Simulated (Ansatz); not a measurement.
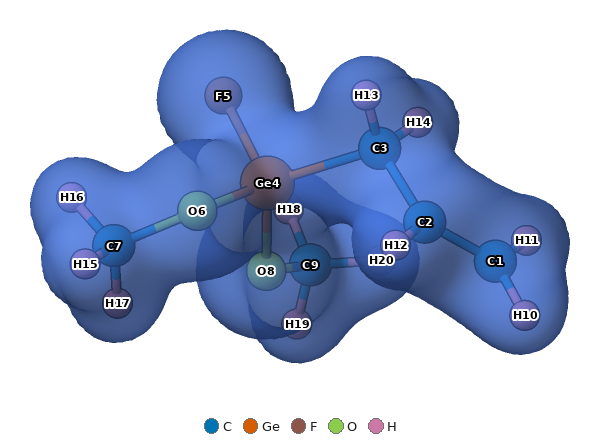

The picture shows: C₅H₁₁FGeO₂. Isosurface of the electron density at 0.2 e/Å³ (blue), seen from one side.

Geometry: PBE0-D4/def2-TZVP.

All numbers below come from Ansatz, RKS PBE0-D4/def2-TZVPP.

```csv
atom,x (Å),y (Å),z (Å)
C,-0.6964,1.1797,-2.7481
C,-1.0678,1.3032,-1.4812
C,-1.6056,0.1959,-0.6436
Ge,-0.3544,-0.3256,0.7439
F,-1.0069,-1.7054,1.5850
O,-0.1391,0.9835,1.8814
C,0.8171,0.8894,2.9220
O,1.2530,-0.8110,0.2254
C,1.4242,-1.9380,-0.6075
H,-0.2961,2.0200,-3.3021
H,-0.7810,0.2350,-3.2768
H,-0.9627,2.2666,-0.9880
H,-2.5194,0.4888,-0.1186
H,-1.8280,-0.6933,-1.2378
H,0.8429,1.8545,3.4313
H,0.5413,0.1185,3.6488
H,1.8158,0.6685,2.5340
H,0.9914,-2.8423,-0.1667
H,2.4968,-2.0965,-0.7357
H,0.9832,-1.7818,-1.5996
```

> What does this surface tell about the bonding?

At this value the surface is in one piece. It bridges the sampled C–C (1.33 Å), C–O (1.41 Å), Ge–F (1.74 Å) and Ge–O (1.75 Å) contacts, where the density stays above the isovalue. On the grid the lowest density along these lines, outside the cores, is 2.4 e/Å³ (C–C, 1.33 Å), 1.7 e/Å³ (C–O, 1.41 Å), 0.94 e/Å³ (Ge–F, 1.74 Å) and 1 e/Å³ (Ge–O, 1.75 Å).
